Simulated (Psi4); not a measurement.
**Run report: Cl₂, excited-state calculation**

The run: excited-state calculation of Cl₂, SMILES ClCl. Method and program: TDHF/6-31G*, RHF (Psi4 1.11).

The geometry comes from this level: PBE0-D4/def2-TZVP.

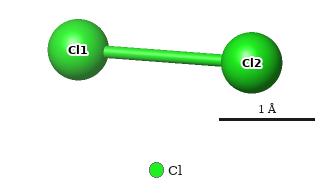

Fig. 1: The structure as given in the input (ball-and-stick view, seen at a tilt; atoms are numbered from 1 in the order of the input). Bond lengths as drawn: Cl–Cl 1.98 Å.

Input (run.py)
```python
import psi4

psi4.set_memory('1600 MB')
psi4.set_num_threads(1)
psi4.core.set_output_file('output.dat', False)

mol = psi4.geometry("""
0 1
Cl     1.59812249    -0.53214688     0.81938525
Cl    -1.59812249     0.53214688    -0.81938525
units bohr
symmetry c1
""")

options = {'basis': '6-31G*', 'reference': 'rhf', 'puream': True, 'scf_type': 'pk', 'save_jk': True}
psi4.set_options(options)

from psi4.driver.procrouting.response.scf_response import tdscf_excitations
result, w = psi4.energy('hf', return_wfn=True)
states = tdscf_excitations(w, states=12, tda=False)
for k, s in enumerate(states, 1):
    print(f"root {k}: {s['EXCITATION ENERGY'] * 27.211386:.4f} eV  f = {s['OSCILLATOR STRENGTH (LEN)']:.4f}  {s['SYMMETRY']}")
print('E =', round(result, 9))
for k, v in sorted(psi4.core.scalar_variables().items()):
    print(f'{k:45s} {v:18.10f}')
```

Run as:
```bash
python run.py
```

Output
```
=> Loading Basis Set <=

    Name: 6-31G*
    Role: ORBITAL
    Keyword: BASIS

         ---------------------------------------------------------
                                   SCF
                              RHF Reference
                        1 Threads,   1525 MiB Core
         ---------------------------------------------------------

  ==> Geometry <==

    Molecular point group: c1
    Full point group: D_inf_h

    Geometry (in Bohr), charge = 0, multiplicity = 1:

       Center              X                  Y                   Z               Mass
    ------------   -----------------  -----------------  -----------------  -----------------
         CL           1.873117183428    -0.000000000000    -0.000000000000    34.968852682000
         CL          -1.873117183428     0.000000000000     0.000000000000    34.968852682000

  Running in c1 symmetry.

  Rotational constants: A = ************  B =      0.24533  C =      0.24533 [cm^-1]
  Rotational constants: A = ************  B =   7354.84727  C =   7354.84727 [MHz]
  Nuclear repulsion =   77.144132400468280

  Charge       = 0
  Multiplicity = 1
  Electrons    = 34
  Nalpha       = 17
  Nbeta        = 17

  ==> Algorithm <==

  SCF Algorithm Type is PK.
  DIIS enabled.
  MOM disabled.
  Fractional occupation disabled.
  Guess Type is SAD.
  Energy threshold   = 1.00e-06
  Density threshold  = 1.00e-06
  Integral threshold = 1.00e-12

  ==> Primary Basis <==

  Basis Set: 6-31G*
    Blend: 6-31G*
    Number of shells: 16
    Number of basis functions: 36
    Number of Cartesian functions: 38
    Spherical Harmonics?: true
    Max angular momentum: 2

  ==> Integral Setup <==

  Using in-core PK algorithm.
   Calculation information:
      Number of atoms:                   2
      Number of AO shells:              16
      Number of primitives:             54
      Number of atomic orbitals:        38
      Number of basis functions:        36

      Integral cutoff                 1.00e-12
      Number of threads:                 1

  Performing in-core PK
  Using 444222 doubles for integral storage.
  We computed 8636 shell quartets total.
  Whereas there are 9316 unique shell quartets.

  ==> DiskJK: Disk-Based J/K Matrices <==

    J tasked:                  Yes
    K tasked:                  Yes
    wK tasked:                  No
    Memory [MiB]:             1144
    Schwarz Cutoff:          1E-12

  Minimum eigenvalue in the overlap matrix is 3.3741705363E-02.
  Reciprocal condition number of the overlap matrix is 1.1365686343E-02.
    Using symmetric orthogonalization.

  ==> Pre-Iterations <==

  SCF Guess: Superposition of Atomic Densities via on-the-fly atomic UHF (no occupation information).

   -------------------------
    Irrep   Nso     Nmo
   -------------------------
     A         36      36
   -------------------------
    Total      36      36
   -------------------------

  ==> Iterations <==

                        Total Energy        Delta E     RMS |[F,P]|

   @RHF iter SAD:  -918.78585173140209   -9.18786e+02   0.00000e+00
   @RHF iter   1:  -918.89499443962109   -1.09143e-01   4.28447e-03 ADIIS/DIIS
   @RHF iter   2:  -918.90779997891673   -1.28055e-02   1.48554e-03 ADIIS/DIIS
   @RHF iter   3:  -918.90916675848553   -1.36678e-03   2.54089e-04 ADIIS/DIIS
   @RHF iter   4:  -918.90925277216400   -8.60137e-05   3.75887e-05 DIIS
   @RHF iter   5:  -918.90925459567450   -1.82351e-06   4.56306e-06 DIIS
   @RHF iter   6:  -918.90925461856966   -2.28952e-08   5.26664e-07 DIIS
  Energy and wave function converged.

  ==> Post-Iterations <==

    Orbital Energies [Eh]
    ---------------------

    Doubly Occupied:

       1A   -104.878558     2A   -104.878535     3A    -10.617044
       4A    -10.616912     5A     -8.086196     6A     -8.086008
       7A     -8.080697     8A     -8.080697     9A     -8.080694
      10A     -8.080694    11A     -1.229773    12A     -1.017762
      13A     -0.599553    14A     -0.572903    15A     -0.572903
      16A     -0.447490    17A     -0.447490

    Virtual:

      18A      0.036839    19A      0.499685    20A      0.566533
      21A      0.570508    22A      0.592133    23A      0.592133
      24A      0.642138    25A      0.642138    26A      0.726817
      27A      0.958389    28A      0.958389    29A      1.052304
      30A      1.085698    31A      1.085698    32A      1.120936
      33A      1.120936    34A      1.258464    35A      1.258464
      36A      1.606316

    Final Occupation by Irrep:
              A
    DOCC [    17 ]
    NA   [    17 ]
    NB   [    17 ]

  @RHF Final Energy:  -918.90925461856966

   => Energetics <=

    Nuclear Repulsion Energy =             77.1441324004682798
    One-Electron Energy =               -1423.3590293504082638
    Two-Electron Energy =                 427.3056423313701089
    Total Energy =                       -918.9092546185697756

Computation Completed

Properties will be evaluated at   0.000000,   0.000000,   0.000000 [a0]

Properties computed using the SCF density matrix

 Multipole Moments:

 ------------------------------------------------------------------------------------
     Multipole            Electronic (a.u.)      Nuclear  (a.u.)        Total (a.u.)
 ------------------------------------------------------------------------------------

 L = 1.  Multiply by 2.5417464519 to convert [e a0] to [Debye]
 Dipole X            :         -0.0000000            0.0000000           -0.0000000
 Dipole Y            :          0.0000000            0.0000000            0.0000000
 Dipole Z            :          0.0000000            0.0000000            0.0000000
 Magnitude           :                                                    0.0000000

 ------------------------------------------------------------------------------------

	total time  =          1 seconds =       0.02 minutes

******************************************************************************************
**********                               WARNING                                **********
**********       The names of excited state variables changed between 1.5       **********
**********     and 1.6. For a quick solution, remove the symmetry specifier     **********
**********   from the variable name. For full details, see 'Notes on Psivars'   **********
**********                        in the documentation.                         **********
******************************************************************************************

         ---------------------------------------------------------
                         TDSCF excitation energies
         ---------------------------------------------------------

  ==> Options <==

     Residual threshold  : 1.0000e-04
     Initial guess       : denominators
     Reference           : RHF
     Solver type         : RPA (Hamiltonian)

  ==> Requested Excitations <==

      12 singlet states with A symmetry

  ==> Seeking the lowest 12 singlet states with A symmetry

                        Generalized Hamiltonian Solver

  ==> Options <==

    Max number of iterations        = 60
    Eigenvector tolerance           = 1.0000e-04
    Max number of expansion vectors = 2400

  => Iterations <=
                              Max[D[value]]     Max[|R|]   # vectors
  HamiltonianSolver iter   1:   7.23410e-01  2.11725e-01     48
  HamiltonianSolver iter   2:   1.12739e-02  2.89973e-02     72
  HamiltonianSolver iter   3:   1.13012e-04  3.19903e-03     96
  HamiltonianSolver iter   4:   5.93073e-07  3.32645e-04    120
  HamiltonianSolver iter   5:   5.75378e-09  4.11087e-05    132      Converged

******************************************************************************************
**********                               WARNING                                **********
**********  Length-gauge rotatory strengths are **NOT** gauge-origin invariant  **********
******************************************************************************************

                                    Excitation Energy         Total Energy        Oscillator Strength             Rotatory Strength
     #   Sym: GS->ES (Trans)        au              eV              au          au (length)    au (velocity)    au (length)    au (velocity)
    ---- -------------------- --------------- --------------- --------------- --------------- --------------- --------------- ---------------
     1        A->A (1 A)       0.15653         4.25931        -918.75273       0.0000          0.0013          0.0000          0.0000
     2        A->A (1 A)       0.15653         4.25931        -918.75273       0.0000          0.0013         -0.0000         -0.0000
     3        A->A (1 A)       0.27861         7.58140        -918.63064       0.0000          0.0000          0.0000          0.0000
     4        A->A (1 A)       0.27861         7.58140        -918.63064       0.0000          0.0000          0.0000          0.0000
     5        A->A (1 A)       0.39410         10.72397       -918.51516       1.3978          1.2490         -0.0000         -0.0000
     6        A->A (1 A)       0.63403         17.25280       -918.27523       0.0000          0.0000          0.0000          0.0000
     7        A->A (1 A)       0.63403         17.25280       -918.27523       0.0000          0.0000          0.0000          0.0000
     8        A->A (1 A)       0.69125         18.80984       -918.21801       0.3776          0.2641         -0.0000         -0.0000
     9        A->A (1 A)       0.69125         18.80984       -918.21801       0.3776          0.2641         -0.0000         -0.0000
     10       A->A (1 A)       0.69643         18.95074       -918.21283       0.0000          0.0000          0.0000          0.0000
     11       A->A (1 A)       0.69643         18.95074       -918.21283       0.0000          0.0000         -0.0000         -0.0000
     12       A->A (1 A)       0.72271         19.66596       -918.18654       0.0000          0.0000          0.0000         -0.0000

Contributing excitations and de-excitations
Only contributions with abs(coeff) > 1.00e-01 will be printed:

Excited State    1 (1 A):   0.15653 au   291.09 nm f = 0.0000
  Sums of squares: Xssq =  1.005445e+00; Yssq =  5.444704e-03; Xssq - Yssq =  1.000000e+00
     17a  ->  18a     0.994487 (98.900%)

Excited State    2 (1 A):   0.15653 au   291.09 nm f = 0.0000
  Sums of squares: Xssq =  1.005445e+00; Yssq =  5.444704e-03; Xssq - Yssq =  1.000000e+00
     16a  ->  18a    -0.994487 (98.900%)

Excited State    3 (1 A):   0.27861 au   163.54 nm f = 0.0000
  Sums of squares: Xssq =  1.001819e+00; Yssq =  1.819192e-03; Xssq - Yssq =  1.000000e+00
     14a  ->  18a    -0.613186 (37.600%)
     15a  ->  18a     0.779120 (60.703%)

Excited State    4 (1 A):   0.27861 au   163.54 nm f = 0.0000
  Sums of squares: Xssq =  1.001819e+00; Yssq =  1.819192e-03; Xssq - Yssq =  1.000000e+00
     14a  ->  18a     0.779120 (60.703%)
     15a  ->  18a     0.613186 (37.600%)

Excited State    5 (1 A):   0.39410 au   115.61 nm f = 1.3978
  Sums of squares: Xssq =  1.010159e+00; Yssq =  1.015942e-02; Xssq - Yssq =  1.000000e+00
     13a  ->  18a    -0.976789 (95.412%)
     16a  ->  22a    -0.132582 ( 1.758%)
     17a  ->  23a    -0.132582 ( 1.758%)

Excited State    6 (1 A):   0.63403 au   71.86 nm f = 0.0000
  Sums of squares: Xssq =  1.000257e+00; Yssq =  2.568965e-04; Xssq - Yssq =  1.000000e+00
     14a  ->  20a     0.206790 ( 4.276%)
     14a  ->  26a     0.121368 ( 1.473%)
     16a  ->  19a     0.898331 (80.700%)
     16a  ->  21a     0.240312 ( 5.775%)
     17a  ->  19a    -0.255129 ( 6.509%)

Excited State    7 (1 A):   0.63403 au   71.86 nm f = 0.0000
  Sums of squares: Xssq =  1.000257e+00; Yssq =  2.568965e-04; Xssq - Yssq =  1.000000e+00
     15a  ->  20a     0.206790 ( 4.276%)
     15a  ->  26a     0.121368 ( 1.473%)
     16a  ->  19a     0.255129 ( 6.509%)
     17a  ->  19a     0.898331 (80.700%)
     17a  ->  21a     0.240312 ( 5.775%)

Excited State    8 (1 A):   0.69125 au   65.91 nm f = 0.3776
  Sums of squares: Xssq =  1.000447e+00; Yssq =  4.471069e-04; Xssq - Yssq =  1.000000e+00
     14a  ->  19a     0.463934 (21.523%)
     14a  ->  21a    -0.209114 ( 4.373%)
     16a  ->  20a     0.855638 (73.212%)

Excited State    9 (1 A):   0.69125 au   65.91 nm f = 0.3776
  Sums of squares: Xssq =  1.000447e+00; Yssq =  4.471069e-04; Xssq - Yssq =  1.000000e+00
     15a  ->  19a    -0.463934 (21.523%)
     15a  ->  21a     0.209114 ( 4.373%)
     17a  ->  20a    -0.855638 (73.212%)

Excited State   10 (1 A):   0.69643 au   65.42 nm f = 0.0000
  Sums of squares: Xssq =  1.000538e+00; Yssq =  5.377281e-04; Xssq - Yssq =  1.000000e+00
     14a  ->  20a     0.329048 (10.827%)
     14a  ->  26a    -0.115857 ( 1.342%)
     16a  ->  19a     0.185924 ( 3.457%)
     16a  ->  21a    -0.914532 (83.637%)

Excited State   11 (1 A):   0.69643 au   65.42 nm f = 0.0000
  Sums of squares: Xssq =  1.000538e+00; Yssq =  5.377281e-04; Xssq - Yssq =  1.000000e+00
     15a  ->  20a    -0.329048 (10.827%)
     15a  ->  26a     0.115857 ( 1.342%)
     17a  ->  19a    -0.185924 ( 3.457%)
     17a  ->  21a     0.914532 (83.637%)

Excited State   12 (1 A):   0.72271 au   63.05 nm f = 0.0000
  Sums of squares: Xssq =  1.000354e+00; Yssq =  3.537012e-04; Xssq - Yssq =  1.000000e+00
     14a  ->  25a    -0.221911 ( 4.924%)
     15a  ->  24a    -0.221911 ( 4.924%)
     16a  ->  22a    -0.666772 (44.458%)
     17a  ->  23a     0.666774 (44.459%)

******************************************************************************************
**********                               WARNING                                **********
**********       The names of excited state variables changed between 1.5       **********
**********     and 1.6. For a quick solution, remove the symmetry specifier     **********
**********   from the variable name. For full details, see 'Notes on Psivars'   **********
**********                        in the documentation.                         **********
******************************************************************************************
```

Standard output
```
root 1: 4.2593 eV  f = 0.0000  A
root 2: 4.2593 eV  f = 0.0000  A
root 3: 7.5814 eV  f = 0.0000  A
root 4: 7.5814 eV  f = 0.0000  A
root 5: 10.7240 eV  f = 1.3978  A
root 6: 17.2528 eV  f = 0.0000  A
root 7: 17.2528 eV  f = 0.0000  A
root 8: 18.8098 eV  f = 0.3776  A
root 9: 18.8098 eV  f = 0.3776  A
root 10: 18.9507 eV  f = 0.0000  A
root 11: 18.9507 eV  f = 0.0000  A
root 12: 19.6660 eV  f = 0.0000  A
E = -918.909254619
CURRENT ENERGY                                   -918.9092546186
CURRENT REFERENCE ENERGY                         -918.9092546186
DD SOLVATION ENERGY                                 0.0000000000
HF KINETIC ENERGY                                 919.2834835430
HF POTENTIAL ENERGY                             -1838.1927381616
HF TOTAL ENERGY                                  -918.9092546186
HF VIRIAL RATIO                                     1.9995929124
NUCLEAR REPULSION ENERGY                           77.1441324005
ONE-ELECTRON ENERGY                             -1423.3590293504
PCM POLARIZATION ENERGY                             0.0000000000
PE ENERGY                                           0.0000000000
SCF ITERATION ENERGY                             -918.9092546186
SCF ITERATIONS                                      6.0000000000
SCF TOTAL ENERGY                                 -918.9092546186
TWO-ELECTRON ENERGY                               427.3056423314
```

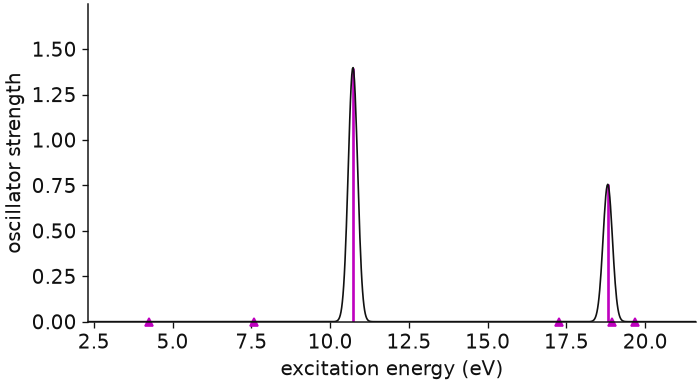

Fig. 2: Computed excitations as sticks (degenerate states added up, dark ones marked on the axis), with a Gaussian envelope of 0.35 eV full width at half maximum, scaled to the tallest. Of the 12 states the lowest lies at 4.26 eV (f = 0.000); the strongest line is at 10.72 eV, or 116 nm (f = 1.398).

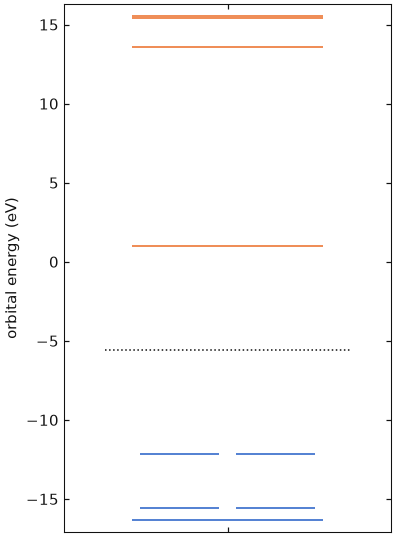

Fig. 3: Orbital energies near the frontier; the dotted line parts filled from empty levels, and levels within 0.02 eV of each other stand side by side. Highest filled −12.18 eV, lowest empty 1.00 eV, 13.18 eV apart.

Results in brief

```tsv
quantity	value
outcome	converged
total energy	−918.909255 hartree
basis functions	36
HOMO	−12.18 eV
LUMO	1.00 eV
dipole moment	0.00 D
lowest excitation	4.26 eV
hardware	1 thread of Intel Xeon @ 2.70GHz, 189 GiB of memory available, shared host
wall time	5.4 s
peak memory	0.2 GiB
```
